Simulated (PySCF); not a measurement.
# C₃H₇AlSi: NMR shifts at several levels of theory, part 2 of 2

PySCF 2.14.0. Atoms count from 0. Earlier steps stand in the parts before.

### 8 Shielding tensors: wB97X-D/pcSseg-2

What the job is given:

```
{"job": {"kind": "nmr", "xc": "wB97X-D", "basis": "pcSseg-2", "pop": false}, "charge": 0, "multiplicity": 1}
C      1.984823    -2.206848    -1.668552
C      1.552536    -1.610623    -0.693238
Al     0.869840    -0.670627     0.829521
C     -0.952115     0.013783     0.774164
Si    -1.134367     1.699470    -0.032383
H      2.363918    -2.732893    -2.527739
H      1.808388    -0.463638     2.088949
H     -1.349944     0.084664     1.801948
H     -1.587786    -0.692013     0.210136
H     -0.652378     1.655104    -1.448704
H     -0.310495     2.717702     0.695095
H     -2.552686     2.177681    -0.038272
```

With the program's defaults for keys left out, this is: GIAO wB97X-D/pcSseg-2 NMR shielding, non-relativistic, gas phase.

What it wrote:

```text
coarse grid: 10848 points
cycle   1  E = -650.3486066361  dE =  7.651e-02  |g| = 4.375e-01  |ddm| = 2.657e+00
cycle   2  E = -650.3724606646  dE = -2.385e-02  |g| = 3.361e-01  |ddm| = 9.380e-01
cycle   3  E = -650.3982480767  dE = -2.579e-02  |g| = 8.338e-02  |ddm| = 3.515e-01
cycle   4  E = -650.3997027073  dE = -1.455e-03  |g| = 4.229e-02  |ddm| = 1.017e-01
cycle   5  E = -650.4001502246  dE = -4.475e-04  |g| = 6.692e-03  |ddm| = 5.644e-02
cycle   6  E = -650.4001634105  dE = -1.319e-05  |g| = 2.102e-03  |ddm| = 1.050e-02
cycle   7  E = -650.4001650254  dE = -1.615e-06  |g| = 3.474e-04  |ddm| = 3.732e-03
final grid: 95048 points
cycle   8  E = -650.4152257552  dE = -1.601e-04  |g| = 4.611e-03  |ddm| = 9.345e-02
cycle   9  E = -650.4152283434  dE = -2.588e-06  |g| = 3.439e-03  |ddm| = 8.489e-03
cycle  10  E = -650.4152309561  dE = -2.613e-06  |g| = 7.274e-04  |ddm| = 2.634e-03
cycle  11  E = -650.4152310663  dE = -1.102e-07  |g| = 4.958e-04  |ddm| = 1.134e-03
cycle  12  E = -650.4152311263  dE = -6.002e-08  |g| = 1.128e-04  |ddm| = 5.097e-04
cycle  13  E = -650.4152311305  dE = -4.223e-09  |g| = 2.564e-05  |ddm| = 1.774e-04
cycle  14  E = -650.4152311310  dE = -4.565e-10  |g| = 5.167e-06  |ddm| = 9.447e-05
converged SCF energy = -650.4152311310

GIAO shielding tensors (ppm)
atom      isotropic    diamagn.    paramagn.     s11        s22        s33       span
  0 C       72.839     265.080    -192.242    -15.876    -10.585    244.978    260.854
  1 C       84.155     252.343    -168.187    -18.094    -16.091    286.652    304.746
  2 Al     324.667     793.540    -468.874    228.165    369.569    376.266    148.101
  3 C      192.984     249.122     -56.138    183.666    186.720    208.567     24.900
  4 Si     417.237     877.454    -460.217    388.994    400.357    462.360     73.366
  5 H       29.081      32.446      -3.365     24.250     24.479     38.515     14.264
  6 H       26.622      28.268      -1.646     23.614     24.918     31.335      7.721
  7 H       31.605      29.957       1.648     27.241     28.892     38.681     11.440
  8 H       31.554      31.450       0.104     27.760     28.847     38.054     10.293
  9 H       27.273      29.367      -2.094     23.927     26.228     31.665      7.739
 10 H       27.337      28.633      -1.296     24.326     25.572     32.115      7.789
 11 H       27.241      27.988      -0.748     24.201     24.967     32.553      8.352
```

Run time: 53 s. Hardware: 1 thread of Arm Neoverse V1, shared host; peak memory 1.3 GiB.

In short: δ C0 111.6, C1 100.3, C3 -8.6, Al2 162.3, H6 4.73, H9 4.07 ppm (means over like atoms).

### 9 Shielding tensors: LC-wPBE/pcSseg-2

Settings changed since step 8:

```diff
@@ -1,2 +1,2 @@
-{"job": {"kind": "nmr", "xc": "wB97X-D", "basis": "pcSseg-2", "pop": false}, "charge": 0, "multiplicity": 1}
+{"job": {"kind": "nmr", "xc": "LC-wPBE", "basis": "pcSseg-2", "pop": false}, "charge": 0, "multiplicity": 1}
 C      1.984823    -2.206848    -1.668552
```

With the program's defaults for keys left out, this is: GIAO LC-wPBE/pcSseg-2 NMR shielding, non-relativistic, gas phase.

What it wrote:

```text
coarse grid: 10848 points
cycle   1  E = -650.1400613432  dE =  8.276e-02  |g| = 4.059e-01  |ddm| = 2.594e+00
cycle   2  E = -650.1715788592  dE = -3.152e-02  |g| = 2.601e-01  |ddm| = 9.012e-01
cycle   3  E = -650.1856340040  dE = -1.406e-02  |g| = 8.056e-02  |ddm| = 2.468e-01
cycle   4  E = -650.1871318332  dE = -1.498e-03  |g| = 3.864e-02  |ddm| = 1.177e-01
cycle   5  E = -650.1874967515  dE = -3.649e-04  |g| = 4.829e-03  |ddm| = 6.045e-02
cycle   6  E = -650.1875047408  dE = -7.989e-06  |g| = 2.012e-03  |ddm| = 1.051e-02
final grid: 95048 points
cycle   7  E = -650.2029278700  dE = -9.645e-05  |g| = 6.873e-03  |ddm| = 6.700e-02
cycle   8  E = -650.2029312282  dE = -3.358e-06  |g| = 4.454e-03  |ddm| = 6.971e-03
cycle   9  E = -650.2029342981  dE = -3.070e-06  |g| = 5.537e-04  |ddm| = 3.285e-03
cycle  10  E = -650.2029343657  dE = -6.767e-08  |g| = 3.256e-04  |ddm| = 8.286e-04
cycle  11  E = -650.2029343918  dE = -2.611e-08  |g| = 1.110e-04  |ddm| = 4.115e-04
cycle  12  E = -650.2029343958  dE = -4.002e-09  |g| = 2.887e-05  |ddm| = 1.219e-04
cycle  13  E = -650.2029343967  dE = -8.015e-10  |g| = 7.749e-06  |ddm| = 7.885e-05
converged SCF energy = -650.2029343967

GIAO shielding tensors (ppm)
atom      isotropic    diamagn.    paramagn.     s11        s22        s33       span
  0 C       71.024     266.260    -195.236    -19.886    -14.662    247.619    267.505
  1 C       83.822     252.987    -169.164    -20.498    -17.135    289.100    309.598
  2 Al     318.837     793.277    -474.440    222.004    360.453    374.056    152.052
  3 C      198.377     248.846     -50.469    190.336    191.526    213.271     22.935
  4 Si     421.933     877.168    -455.235    393.939    406.070    465.790     71.851
  5 H       29.136      31.844      -2.708     24.257     24.491     38.660     14.403
  6 H       26.651      28.242      -1.590     23.646     24.959     31.349      7.703
  7 H       31.616      30.039       1.577     27.071     28.692     39.084     12.014
  8 H       31.557      31.469       0.088     27.592     28.648     38.430     10.838
  9 H       27.304      29.269      -1.966     23.902     26.215     31.794      7.892
 10 H       27.376      28.610      -1.234     24.308     25.575     32.245      7.937
 11 H       27.293      28.101      -0.808     24.198     25.004     32.676      8.478
```

Wall time 63 s (1 thread of Arm Neoverse V1, shared host); peak memory 1.2 GiB.

In short: δ C0 117.3, C1 104.5, C3 -10.1, Al2 166.1, H6 4.67, H9 3.99 ppm (means over like atoms).

### 10 Shielding tensors: PBE0/6-31G

Settings changed since step 9:

```diff
@@ -1,2 +1,2 @@
-{"job": {"kind": "nmr", "xc": "LC-wPBE", "basis": "pcSseg-2", "pop": false}, "charge": 0, "multiplicity": 1}
+{"job": {"kind": "nmr", "xc": "PBE0", "basis": "6-31G", "pop": true}, "charge": 0, "multiplicity": 1}
 C      1.984823    -2.206848    -1.668552
```

With the program's defaults for keys left out, this is: GIAO PBE0/6-31G NMR shielding, non-relativistic, gas phase.

What it wrote:

```text
coarse grid: 10848 points
cycle   1  E = -649.8860153330  dE =  1.595e-01  |g| = 4.497e-01  |ddm| = 3.129e+00
cycle   2  E = -649.8590309562  dE =  2.698e-02  |g| = 5.411e-01  |ddm| = 9.959e-01
cycle   3  E = -649.9383082438  dE = -7.928e-02  |g| = 1.462e-01  |ddm| = 5.944e-01
cycle   4  E = -649.9439070015  dE = -5.599e-03  |g| = 3.969e-02  |ddm| = 1.561e-01
cycle   5  E = -649.9443005718  dE = -3.936e-04  |g| = 1.146e-02  |ddm| = 4.531e-02
cycle   6  E = -649.9443414539  dE = -4.088e-05  |g| = 1.330e-03  |ddm| = 1.327e-02
cycle   7  E = -649.9443421855  dE = -7.315e-07  |g| = 1.631e-04  |ddm| = 2.605e-03
final grid: 95048 points
cycle   8  E = -649.8892313247  dE = -6.860e-06  |g| = 5.236e-03  |ddm| = 1.278e-02
cycle   9  E = -649.8892284673  dE =  2.857e-06  |g| = 6.208e-03  |ddm| = 1.134e-02
cycle  10  E = -649.8892394769  dE = -1.101e-05  |g| = 5.775e-04  |ddm| = 6.247e-03
cycle  11  E = -649.8892395821  dE = -1.052e-07  |g| = 6.313e-05  |ddm| = 6.692e-04
cycle  12  E = -649.8892395820  dE =  7.537e-11  |g| = 6.737e-05  |ddm| = 1.029e-04
cycle  13  E = -649.8892395831  dE = -1.120e-09  |g| = 1.478e-05  |ddm| = 6.581e-05
cycle  14  E = -649.8892395832  dE = -6.537e-11  |g| = 7.044e-07  |ddm| = 2.053e-05
converged SCF energy = -649.8892395832

GIAO shielding tensors (ppm)
atom      isotropic    diamagn.    paramagn.     s11        s22        s33       span
  0 C       95.219     275.248    -180.029     23.167     24.236    238.253    215.086
  1 C      108.506     273.390    -164.884     15.207     25.473    284.839    269.632
  2 Al     380.094     795.166    -415.073    282.011    418.975    439.296    157.284
  3 C      206.402     252.185     -45.782    192.808    205.391    221.007     28.199
  4 Si     499.745     880.945    -381.201    478.337    485.099    535.799     57.462
  5 H       29.644      29.631       0.014     25.306     25.705     37.922     12.617
  6 H       26.701      27.995      -1.294     23.941     24.609     31.553      7.612
  7 H       32.928      30.177       2.750     27.232     30.044     41.506     14.273
  8 H       32.910      30.724       2.186     27.753     29.876     41.101     13.348
  9 H       28.877      29.911      -1.034     24.916     27.624     34.090      9.174
 10 H       28.965      29.236      -0.271     25.333     27.062     34.498      9.165
 11 H       28.763      29.123      -0.360     25.290     26.256     34.744      9.453
```

Wall time 6.1 s (1 thread of Arm Neoverse V1, shared host); peak memory 0.44 GiB.

In short: δ C0 104.3, C1 91.0, C3 -6.9, Al2 162.5, H6 5.91, H9 3.74 ppm (means over like atoms).

### 11 Nuclear shieldings: PBE0/STO-3G

Settings changed since step 10:

```diff
@@ -1,2 +1,2 @@
-{"job": {"kind": "nmr", "xc": "PBE0", "basis": "6-31G", "pop": true}, "charge": 0, "multiplicity": 1}
+{"job": {"kind": "nmr", "xc": "PBE0", "basis": "STO-3G", "pop": true}, "charge": 0, "multiplicity": 1}
 C      1.984823    -2.206848    -1.668552
```

Level: GIAO PBE0/STO-3G NMR shielding, non-relativistic, gas phase.

What it wrote:

```text
coarse grid: 10848 points
cycle   1  E = -642.3036166631  dE = -1.854e-01  |g| = 4.660e-01  |ddm| = 4.205e+00
cycle   2  E = -642.2485997916  dE =  5.502e-02  |g| = 6.595e-01  |ddm| = 1.325e+00
cycle   3  E = -642.3600150856  dE = -1.114e-01  |g| = 2.271e-01  |ddm| = 8.281e-01
cycle   4  E = -642.3741726115  dE = -1.416e-02  |g| = 3.011e-02  |ddm| = 2.469e-01
cycle   5  E = -642.3744541529  dE = -2.815e-04  |g| = 4.252e-03  |ddm| = 4.611e-02
cycle   6  E = -642.3744609430  dE = -6.790e-06  |g| = 4.515e-04  |ddm| = 7.730e-03
final grid: 95048 points
cycle   7  E = -642.3393060820  dE = -4.385e-06  |g| = 2.708e-03  |ddm| = 1.028e-02
cycle   8  E = -642.3393061017  dE = -1.973e-08  |g| = 2.772e-03  |ddm| = 7.583e-03
cycle   9  E = -642.3393085169  dE = -2.415e-06  |g| = 1.897e-04  |ddm| = 3.915e-03
cycle  10  E = -642.3393085296  dE = -1.270e-08  |g| = 7.363e-05  |ddm| = 3.544e-04
cycle  11  E = -642.3393085308  dE = -1.202e-09  |g| = 3.488e-05  |ddm| = 9.989e-05
cycle  12  E = -642.3393085311  dE = -3.222e-10  |g| = 2.179e-06  |ddm| = 3.372e-05
converged SCF energy = -642.3393085311

GIAO shielding tensors (ppm)
atom      isotropic    diamagn.    paramagn.     s11        s22        s33       span
  0 C      150.046     266.168    -116.122     97.653     99.150    253.335    155.682
  1 C      153.305     265.976    -112.671     84.789     88.856    286.270    201.481
  2 Al     332.685     782.672    -449.987    202.042    349.824    446.189    244.147
  3 C      249.001     247.392       1.609    236.619    254.403    255.980     19.361
  4 Si     580.818     869.257    -288.439    553.639    565.296    623.519     69.880
  5 H       30.019      31.316      -1.298     25.248     25.535     39.273     14.025
  6 H       29.595      30.756      -1.161     27.324     27.695     33.767      6.443
  7 H       33.230      30.322       2.907     27.385     29.731     42.572     15.187
  8 H       33.211      32.089       1.122     27.807     29.644     42.181     14.375
  9 H       31.077      32.888      -1.811     27.069     29.173     36.987      9.918
 10 H       31.213      31.430      -0.217     27.445     28.770     37.425      9.980
 11 H       30.884      30.062       0.822     27.362     27.892     37.397     10.035
```

Run time: 3.3 s. Hardware: 1 thread of Arm Neoverse V1, shared host; peak memory 0.42 GiB.

In short: δ C0 84.6, C1 81.4, C3 -14.3, Al2 142.3, H6 3.01, H5 2.59 ppm.

### 12 Run by run: NMR shifts

Shifts (ppm) of some atoms, chosen among heavy atoms and hydrogens apart, means over like atoms, with basis size and wall time:

```
               run     C0     C1     C3    H6    H9    Al2    Si4  functions   time
     PBE0/pcSseg-2  110.5  100.9   -7.7  4.83  4.10  164.3  -76.9        292   40 s
 mPW1PW91/pcSseg-2  110.2  100.5   -7.8  4.79  4.08  161.7  -75.9        292   40 s
     WP04/pcSseg-2  101.2   93.0   -9.0  3.88  3.53  132.2  -66.8        292   42 s
    B97-2/pcSseg-2  106.7   97.3   -8.2  4.68  4.03  155.3  -74.3        292   40 s
BHandHLYP/pcSseg-2  111.3  100.2   -8.0  4.61  3.95  157.2  -73.3        292   39 s
CAM-B3LYP/pcSseg-2  111.6  102.2   -7.1  4.77  4.04  172.1  -79.3        292   54 s
  wB97X-D/pcSseg-2  111.6  100.3   -8.6  4.73  4.07  162.3  -76.5        292   53 s
  LC-wPBE/pcSseg-2  117.3  104.5  -10.1  4.67  3.99  166.1  -75.3        292   63 s
        PBE0/6-31G  104.3   91.0   -6.9  5.91  3.74  162.5  -55.0         67  6.1 s
       PBE0/STO-3G   84.6   81.4  -14.3  3.01  1.55  142.3  -63.2         40  3.3 s
```

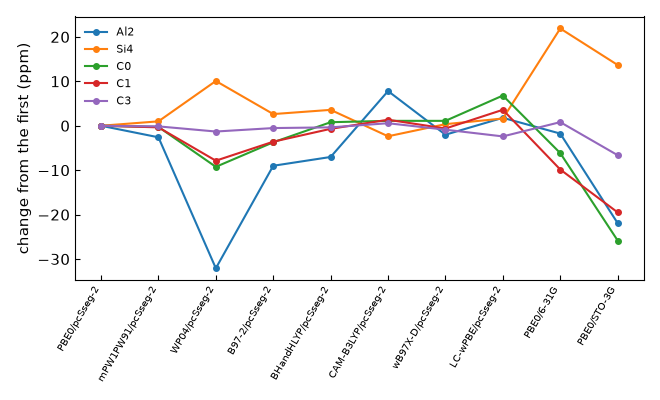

How five of the tabulated atoms move from run to run.

### 13 What came out

The summary covers parts 1 to 2.

| quantity | value |
| --- | --- |
| 13C shifts against TMS (PBE0/pcSseg-2) | 110.5, 100.9, -7.7 ppm |
| 1H shifts against TMS (PBE0/pcSseg-2, means over atoms taken as alike) | 4.83, 4.10, 2.25, -0.12 ppm |
| 27Al shifts against AlH4- (PBE0/pcSseg-2) | 164.3 ppm |
| 29Si shifts against TMS (PBE0/pcSseg-2) | -76.9 ppm |
| range of the shift of Al2 (minimal bases aside) | 132.2 to 172.1 ppm |
| property runs in this session | 10, of which 0 failed and 1 gave unsound results |

**Reading.** Single values in the summary come from the first sound run of each kind (PBE0/pcSseg-2), which need not be the best level. At PBE0/pcSseg-2: The largest span, 303 ppm, is at C1, where the paramagnetic term is -169 ppm. Leaving out the minimal-basis runs, which are unusable for shieldings: Across the 9 runs the shift of Al2 moves most, between 132.2 (WP04/pcSseg-2) and 172.1 ppm (CAM-B3LYP/pcSseg-2).
